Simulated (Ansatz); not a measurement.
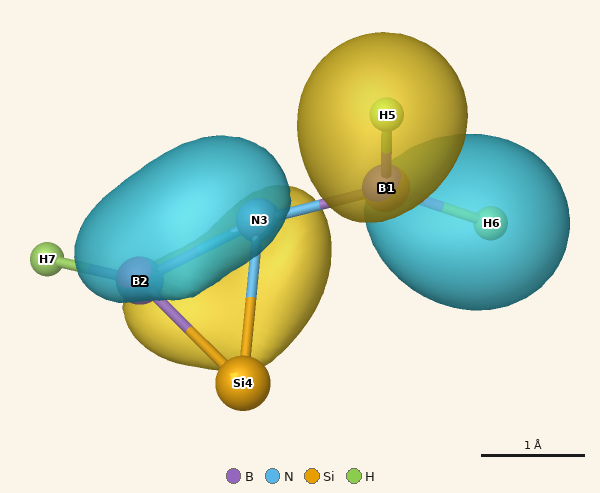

*B$_{2}$H$_{3}$NSi (SMILES B[N+]1=[Si]=[BH-]1). The HOMO−1 at ±0.15 Å⁻³ᐟ² (yellow and cyan are the two phases), seen at an oblique angle.*

Geometry: B3LYP-D3(BJ)/def2-SVP.

Method: isolated molecule in a Gaussian basis; Kohn-Sham density functional theory, functional PBE0 in Ansatz 0.2.0.

Input file:

```
basis:
  gaussian:
    orbitals: def2-TZVPD
crystal:
  periodic: [false, false, false]
  atoms:
    - {symbol: B, position_ang: [1.724038, 0.423390, -0.825545]}
    - {symbol: B, position_ang: [-0.041454, -1.468350, 0.098865]}
    - {symbol: N, position_ang: [0.688663, -0.485582, -0.467641]}
    - {symbol: Si, position_ang: [1.796295, -1.323522, 0.812781]}
    - {symbol: H, position_ang: [1.765728, 1.500689, -0.282833]}
    - {symbol: H, position_ang: [2.444141, 0.148566, -1.754407]}
    - {symbol: H, position_ang: [-1.141130, -1.923008, 0.009788]}
hamiltonian:
  xc: pbe0
output: {forces: true, orbitals: {seedname: orbitals}}
```

Launched as:

```sh
ansatz run input.yaml --threads 1 --pin off --max-ram 2610MiB --events-out events.jsonl --progress --plain --runs-dir runs
```

What is the character of this orbital?

Answer. By Hirshfeld shares it lies mainly on B1 (about 25 %), N3 (about 20 %), H6 (about 15 %), H5 (about 15 %) and B2 (about 15 %). Its energy is −8.38 eV.
